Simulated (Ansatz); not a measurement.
MgBe3Ge

```
Mg Be Ge
1.0
     4.74525    0.00000    0.00000
    -2.37263    4.10951    0.00000
     0.00000    0.00000    5.05658
Mg Be Ge
1 3 1
Cartesian
  0.0000 0.0000 0.0000
  2.3726 0.0000 0.0000
  -1.1863 2.0548 0.0000
  1.1863 2.0548 0.0000
  0.0000 0.0000 2.5283
```

Space group P6/mmm; a structure generated by program, which may or may not match a known phase.

Theory: DFT PBE, scalar-relativistic, plane waves, PAW in Ansatz.

> Predict the valence pseudo-density and electron localisation function between the atoms.

Mg–Be (2.37 Å): the density is about 0.22 e/Å³ at the midpoint; the ELF peaks at about 0.75 between the atoms.
Mg–Ge (2.53 Å): ρ is about 0.26 e/Å³ halfway; the ELF reaches about 0.60 near the midpoint.
Bader's partition of the density gives Mg +1.37, Be −0.33 and Ge −0.39 e.

> Which way does charge flow, and how much by Bader's partition?

Electrons move from Mg towards Be and Ge. Bader charges: Mg +1.37, Be −0.33 and Ge −0.39 e.

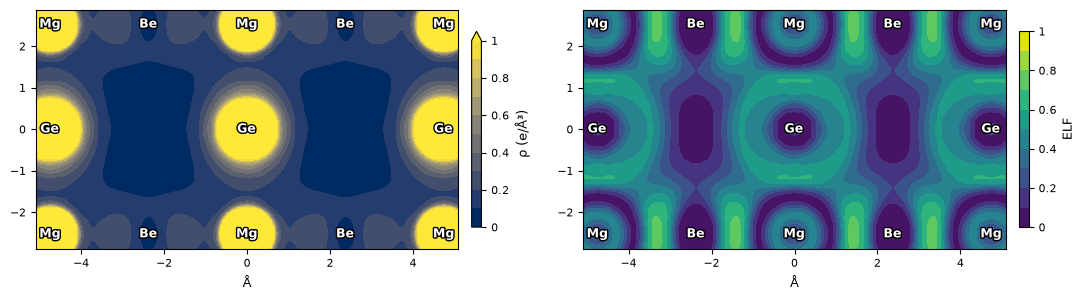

Computed valence pseudo-density and electron localisation function on the (010) plane of the conventional cell, in this order. 

Core electrons are frozen (PAW), and the valence fields are smoothed inside the atomic spheres.
